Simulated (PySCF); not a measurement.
## What a change does: NMR shielding calculation on C5H14OSi

System: C5H14OSi.
Method of run 1: GIAO B97-2/pcSseg-1 NMR shielding, non-relativistic, IEF-PCM chloroform (PySCF 2.14.0).

The geometry comes from this level: GFN2-xTB. Text and figures count atoms from 1; the logs count them from 0 in places.

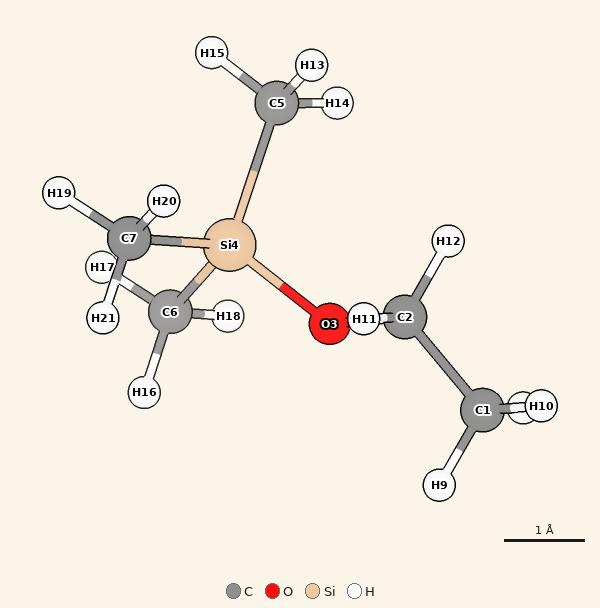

Figure 1. The input geometry (ball-and-stick view, seen at a tilt; atoms are numbered from 1 in the order of the input).

**Input, run 1**
```
{"job": {"xc": "B97-2", "basis": "pcSseg-1", "solvent": "chloroform", "kind": "nmr", "pop": true}, "charge": 0, "multiplicity": 1}
C      3.110222    -0.417837     0.005549
C      1.774363    -0.024808     0.618340
O      0.756225    -0.215479    -0.325910
Si    -0.850097     0.049190    -0.191092
C     -1.233172     1.884076     0.179899
C     -1.479898    -0.463514    -1.904760
C     -1.626730    -1.016437     1.191848
H      3.307221     0.191929    -0.872050
H      3.084586    -1.460869    -0.298212
H      3.909474    -0.274854     0.727736
H      1.571062    -0.636039     1.506260
H      1.795397     1.027180     0.928608
H     -0.861514     2.179795     1.157776
H     -0.769403     2.535653    -0.555642
H     -2.299549     2.084474     0.165615
H     -1.254528    -1.503180    -2.116430
H     -2.555180    -0.337764    -1.967454
H     -1.029312     0.136119    -2.688242
H     -2.707477    -0.921527     1.215360
H     -1.255509    -0.730696     2.172884
H     -1.395101    -2.068469     1.049446
```

The first line tells a small driver script what to run in PySCF; the rest is the geometry in Å.

Command:
```bash
OMP_NUM_THREADS=1 python <driver script> task.json out
```

Hardware: 1 CPU thread, shared host.

**Output (run 1)**
```
coarse grid: 16824 points
cycle   1  E = -563.4351285091  dE =  3.866e-01  |g| = 8.277e-01  |ddm| = 3.860e+00
cycle   2  E = -563.3199391733  dE =  1.152e-01  |g| = 1.139e+00  |ddm| = 1.703e+00
cycle   3  E = -563.5750126830  dE = -2.551e-01  |g| = 1.579e-01  |ddm| = 1.168e+00
cycle   4  E = -563.5800122671  dE = -5.000e-03  |g| = 2.664e-02  |ddm| = 1.332e-01
cycle   5  E = -563.5801748027  dE = -1.625e-04  |g| = 2.927e-03  |ddm| = 2.115e-02
cycle   6  E = -563.5801764748  dE = -1.672e-06  |g| = 6.884e-04  |ddm| = 2.920e-03
final grid: 154384 points
cycle   7  E = -563.6242804519  dE = -6.599e-05  |g| = 6.072e-03  |ddm| = 2.762e-02
cycle   8  E = -563.6242731690  dE =  7.283e-06  |g| = 8.644e-03  |ddm| = 9.853e-03
cycle   9  E = -563.6242858289  dE = -1.266e-05  |g| = 8.363e-04  |ddm| = 6.640e-03
cycle  10  E = -563.6242859335  dE = -1.045e-07  |g| = 1.455e-04  |ddm| = 7.674e-04
cycle  11  E = -563.6242859383  dE = -4.836e-09  |g| = 5.244e-05  |ddm| = 1.922e-04
cycle  12  E = -563.6242859390  dE = -6.585e-10  |g| = 8.320e-06  |ddm| = 4.265e-05
converged SCF energy = -563.6242859390

GIAO shielding tensors (ppm)
atom      isotropic    diamagn.    paramagn.     s11        s22        s33       span
  0 C      165.467     247.017     -81.550    148.074    162.849    185.478     37.404
  1 C      125.036     245.030    -119.994     97.022    111.529    166.558     69.536
  2 O      282.525     403.855    -121.330    255.826    281.887    309.863     54.037
  3 Si     345.243     882.813    -537.570    328.038    332.932    374.759     46.721
  4 C      187.513     257.140     -69.627    179.824    186.382    196.335     16.511
  5 C      185.730     256.126     -70.395    177.283    185.726    194.182     16.898
  6 C      187.505     257.145     -69.640    179.835    186.356    196.325     16.490
  7 H       30.408      29.993       0.415     26.642     29.014     35.568      8.926
  8 H       30.407      29.992       0.415     26.643     29.011     35.568      8.926
  9 H       30.741      27.402       3.339     26.732     27.671     37.820     11.088
 10 H       27.902      32.424      -4.522     22.089     29.034     32.582     10.493
 11 H       27.902      32.425      -4.523     22.091     29.034     32.582     10.491
 12 H       31.461      33.480      -2.019     27.395     29.529     37.459     10.063
 13 H       31.793      32.988      -1.195     27.751     29.047     38.580     10.829
 14 H       31.940      31.270       0.671     28.001     29.196     38.624     10.623
 15 H       31.622      32.704      -1.083     27.612     29.249     38.005     10.393
 16 H       32.119      30.893       1.226     27.927     29.389     39.042     11.115
 17 H       31.624      32.709      -1.085     27.612     29.258     38.003     10.392
 18 H       31.939      31.271       0.668     28.001     29.196     38.620     10.619
 19 H       31.461      33.481      -2.020     27.395     29.528     37.461     10.066
 20 H       31.791      32.989      -1.198     27.751     29.046     38.578     10.827
```

The input of run 2 differs as follows (lines with − go, lines with + come):
```diff
-"xc": "B97-2"
+"xc": "wB97X-D"
-"solvent": "chloroform"
+"solvent": "dichloromethane"
-"pop": true
+"pop": false
```

What does this change do to the results?

The total energies belong to different models, so their difference says nothing on which is more stable or more accurate. The HOMO goes from −7.31 to −9.47 eV. The LUMO goes from 1.32 to 3.09 eV. The dipole moment goes from 1.32 to 1.44 D. Of all shieldings, the largest change is that of Si4, by −6.5 ppm. The functional changes from B97-2 to wB97X-D. The number of SCF iterations is the same.

**Output (run 2)**
```
coarse grid: 16824 points
cycle   1  E = -563.4593836651  dE =  6.106e-01  |g| = 7.304e-01  |ddm| = 3.777e+00
cycle   2  E = -563.4519035663  dE =  7.480e-03  |g| = 8.070e-01  |ddm| = 1.067e+00
cycle   3  E = -563.5619470248  dE = -1.100e-01  |g| = 7.998e-02  |ddm| = 5.842e-01
cycle   4  E = -563.5631828311  dE = -1.236e-03  |g| = 2.742e-02  |ddm| = 7.460e-02
cycle   5  E = -563.5633665413  dE = -1.837e-04  |g| = 2.291e-03  |ddm| = 2.601e-02
cycle   6  E = -563.5633682580  dE = -1.717e-06  |g| = 5.683e-04  |ddm| = 4.546e-03
final grid: 154384 points
cycle   7  E = -563.6205431069  dE = -2.195e-04  |g| = 4.779e-03  |ddm| = 4.000e-02
cycle   8  E = -563.6205471191  dE = -4.012e-06  |g| = 3.500e-03  |ddm| = 7.117e-03
cycle   9  E = -563.6205494593  dE = -2.340e-06  |g| = 8.356e-04  |ddm| = 2.604e-03
cycle  10  E = -563.6205495822  dE = -1.229e-07  |g| = 4.317e-04  |ddm| = 9.441e-04
cycle  11  E = -563.6205496168  dE = -3.462e-08  |g| = 5.167e-05  |ddm| = 4.228e-04
cycle  12  E = -563.6205496178  dE = -9.297e-10  |g| = 1.080e-05  |ddm| = 9.813e-05
converged SCF energy = -563.6205496178

GIAO shielding tensors (ppm)
atom      isotropic    diamagn.    paramagn.     s11        s22        s33       span
  0 C      166.337     246.936     -80.599    148.292    164.276    186.444     38.152
  1 C      126.265     244.972    -118.707     97.972    112.141    168.681     70.709
  2 O      286.530     404.160    -117.630    258.437    285.385    315.767     57.331
  3 Si     338.694     882.413    -543.718    320.644    324.899    370.540     49.896
  4 C      188.222     257.731     -69.509    180.388    187.146    197.130     16.742
  5 C      186.557     256.762     -70.205    177.850    186.844    194.977     17.127
  6 C      188.215     257.730     -69.514    180.399    187.124    197.123     16.724
  7 H       30.414      29.914       0.500     26.561     29.003     35.679      9.118
  8 H       30.413      29.910       0.503     26.560     28.998     35.680      9.120
  9 H       30.726      27.329       3.397     26.625     27.585     37.969     11.344
 10 H       27.939      32.431      -4.492     22.101     29.083     32.633     10.532
 11 H       27.938      32.432      -4.494     22.101     29.084     32.628     10.527
 12 H       31.453      33.540      -2.087     27.338     29.479     37.543     10.205
 13 H       31.796      33.035      -1.239     27.676     29.023     38.689     11.013
 14 H       31.928      31.253       0.674     27.919     29.126     38.738     10.819
 15 H       31.637      32.772      -1.134     27.555     29.241     38.117     10.562
 16 H       32.107      30.897       1.210     27.855     29.316     39.149     11.293
 17 H       31.642      32.777      -1.136     27.557     29.252     38.117     10.559
 18 H       31.927      31.254       0.673     27.919     29.126     38.734     10.815
 19 H       31.453      33.538      -2.086     27.336     29.477     37.544     10.208
 20 H       31.795      33.035      -1.240     27.676     29.022     38.687     11.012
```

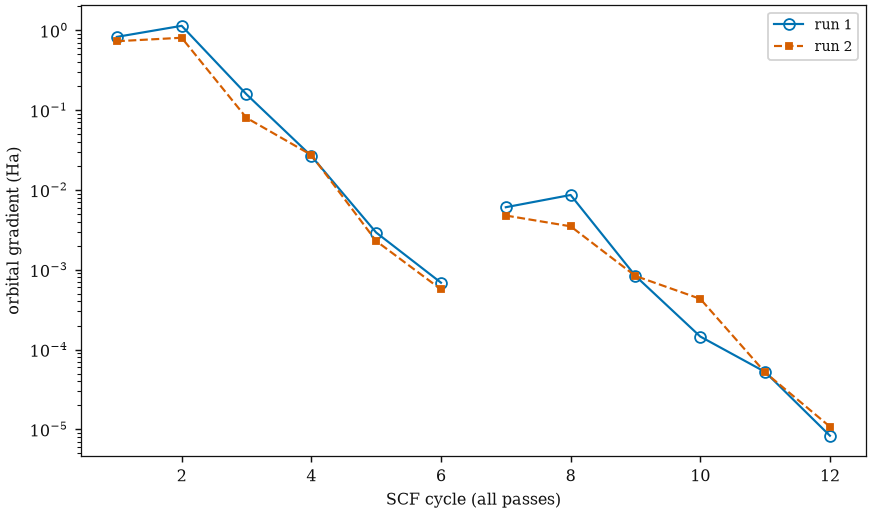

Figure 2. Convergence of the two runs: orbital gradient against the SCF cycle. A break in a curve parts two SCF passes (coarse and final grid). Run 1 takes 12 cycles in all, and run 2 takes 12.

**The two runs side by side**

| quantity | run 1 | run 2 |
| --- | --- | --- |
| outcome | converged | converged |
| total energy (hartree) | −563.624286 | −563.620550 |
| HOMO (eV) | −7.31 | −9.47 |
| LUMO (eV) | 1.32 | 3.09 |
| dipole moment (D) | 1.32 | 1.44 |
| shielding of C1 (ppm) | 165.5 | 166.3 |
| shielding of C2 (ppm) | 125.0 | 126.3 |
| shielding of O3 (ppm) | 282.5 | 286.5 |
| shielding of Si4 (ppm) | 345.2 | 338.7 |
| shielding of C5 (ppm) | 187.5 | 188.2 |
| shielding of C6 (ppm) | 185.7 | 186.6 |
| shielding of C7 (ppm) | 187.5 | 188.2 |
| SCF iterations | 12 | 12 |
| basis functions | 196 | 196 |
| wall time (shared host) | 31 s | 39 s |
